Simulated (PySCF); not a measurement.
# Single-point calculation of C₃H₄Si

- system: C₃H₄Si, multiplicity 3, SMILES C#C[C][SiH3]
- method: NEVPT2/cc-pVDZ, ROHF (PySCF 2.14.0)

The geometry comes from this level: GFN2-xTB.

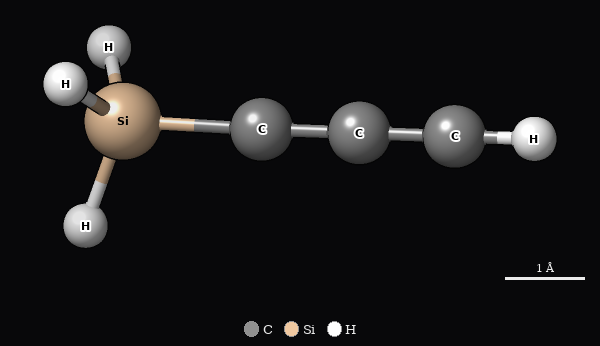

**Figure 1.** The structure as given in the input (ball-and-stick view, seen at a tilt). Bond lengths as drawn: C–C 1.25 to 1.28 Å, C–H 1.05 Å, C–Si 1.82 Å and H–Si 1.47 Å.

## The input (run.py)
```python
# C#C[C][SiH3]
import numpy
from pyscf import gto, scf, mp, mcscf, mrpt

system = gto.M(
    atom=[
    ('C', (0.078900, 1.471740, -2.256450)),
    ('C', (0.053420, 0.786770, -1.211590)),
    ('C', (0.029210, 0.083770, -0.139270)),
    ('Si', (-0.048200, -0.904090, 1.385920)),
    ('H', (0.091880, 2.048240, -3.131740)),
    ('H', (-0.774230, -0.142390, 2.409550)),
    ('H', (1.319300, -1.182190, 1.840970)),
    ('H', (-0.750280, -2.161860, 1.102620)),
],
    basis='cc-pvdz',
    spin=2,
    verbose=3,
    max_memory=1860,
)

mf = system.ROHF()
mf.conv_tol = 1e-10
mf.kernel()
if not mf.converged:
    mf = mf.newton().run(mf.mo_coeff, mf.mo_occ)

pt = mp.MP2(scf.addons.convert_to_uhf(mf)).run()
noons, natorbs = mcscf.addons.make_natural_orbitals(pt)
print('natural occupations', numpy.round(noons[:40], 4))
cas = mcscf.CASSCF(mf, 4, 4)
cas.fix_spin_(ss=2.0)
cas.natorb = True
cas.kernel(natorbs)
e_pt2 = mrpt.NEVPT(cas).kernel()
etot = cas.e_tot + e_pt2
print('E(%s) = %.9f' % ('NEVPT2', etot))
```

Launch command:
```bash
OMP_NUM_THREADS=1 python run.py
```

## What the program printed
```
converged SCF energy = -404.707574717861
E(UMP2) = -405.176523023953  E_corr = -0.468948306091684
E(SCS-UMP2) = -405.170446490444  E_corr = -0.462871772583208
natural occupations [2.     1.9998 1.9998 1.9998 1.9998 1.9996 1.9996 1.9995 1.9824 1.9801
 1.9743 1.973  1.973  1.9664 1.9594 1.9317 1.9317 0.9956 0.9956 0.0458
 0.0458 0.0243 0.0201 0.0156 0.0139 0.0139 0.0119 0.0117 0.0092 0.0088
 0.0088 0.008  0.008  0.0061 0.0061 0.0058 0.0058 0.0051 0.0051 0.0046]
CASSCF energy = -404.741725905556
CASCI E = -404.741725905556  E(CI) = -3.61986976552822  S^2 = 2.0000000
Sr    (-1)',   E = -0.00938539583339
Si    (+1)',   E = -0.00633940657740
Sijrs (0)  ,   E = -0.22812065484607
Sijr  (+1) ,   E = -0.02611882168612
Srsi  (-1) ,   E = -0.09003155235655
Srs   (-2) ,   E = -0.01322174477302
Sij   (+2) ,   E = -0.00140279141947
Sir   (0)' ,   E = -0.07466247929225
Nevpt2 Energy = -0.449282846784267
E(NEVPT2) = -405.191008752
```

## Results in brief

```json
{"quantity": "outcome", "value": "converged"}
{"quantity": "total energy", "value": "−405.191009 hartree"}
{"quantity": "SCF energy", "value": "−404.707575 hartree"}
{"quantity": "correlation energy", "value": "−0.483434 hartree"}
{"quantity": "basis functions", "value": "80"}
{"quantity": "⟨S²⟩", "value": "2.000"}
{"quantity": "hardware", "value": "1 thread of Arm Neoverse V1, 24 GiB of memory available, shared host"}
{"quantity": "wall time", "value": "6.3 s"}
{"quantity": "peak memory", "value": "0.24 GiB"}
```
